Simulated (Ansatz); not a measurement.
```yaml
atoms:
  - { symbol: Ge, position_ang: [-0.0213, -0.2133, 0.0468] }
  - { symbol: Cl, position_ang: [-0.1126, -0.3654, 2.2237] }
  - { symbol: Cl, position_ang: [1.9310, -0.3420, -0.7406] }
  - { symbol: F, position_ang: [-0.8076, 1.2051, -0.4933] }
  - { symbol: F, position_ang: [-0.9499, -1.5008, -0.5957] }
  - { symbol: H, position_ang: [1.2080, 2.1072, 0.8839] }
  - { symbol: H, position_ang: [1.0609, 1.8200, 1.5237] }
```

Not at a stationary point (largest force 1.7 eV/Å).

Computed with RKS r2SCAN-D4/def2-SVP (Ansatz).

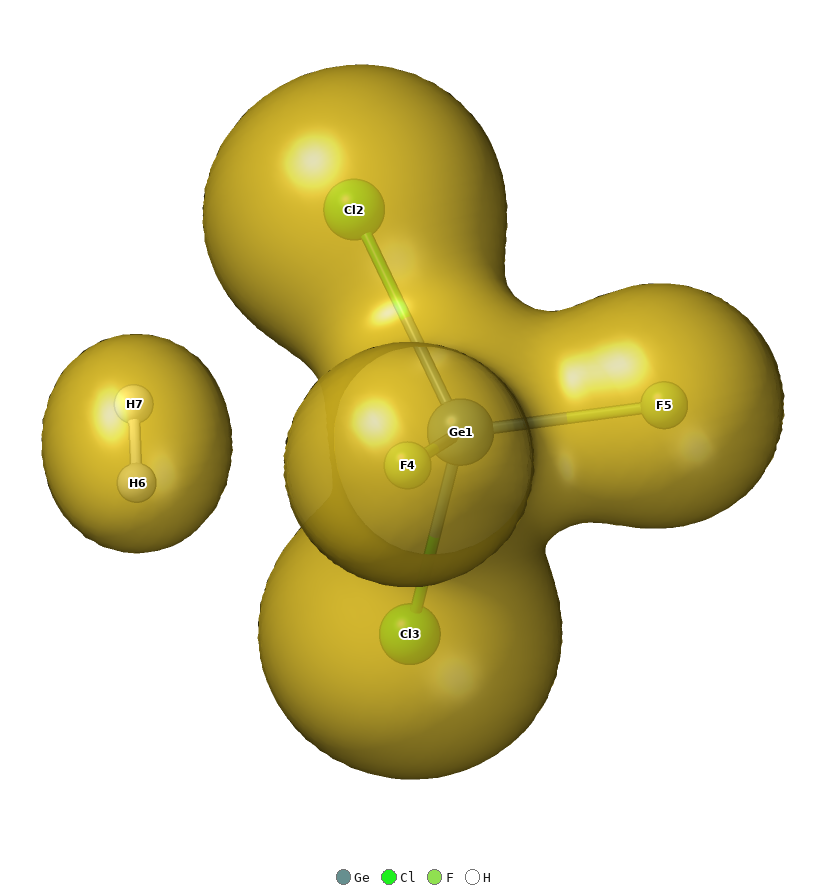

Cl$_{2}$F$_{2}$Ge···H$_{2}$. Isosurface of the total electron density at 0.2 e/Å³ (yellow), seen across its widest extent.

Question: What does this surface tell about the bonding?

Answer: At this value the surface falls into two separate pieces. It bridges the sampled Ge–F (1.71 Å), Ge–Cl (2.11 Å) and H–H (0.72 Å) contacts, where the density stays above the isovalue. It is pinched off along the sampled Ge···H (2.74 Å) contacts. On the grid the lowest density along these lines, outside the cores, is 0.08 e/Å³ (Ge···H, 2.74 Å), 0.96 e/Å³ (Ge–F, 1.71 Å), 0.74 e/Å³ (Ge–Cl, 2.11 Å) and 1.9 e/Å³ (H–H, 0.72 Å).
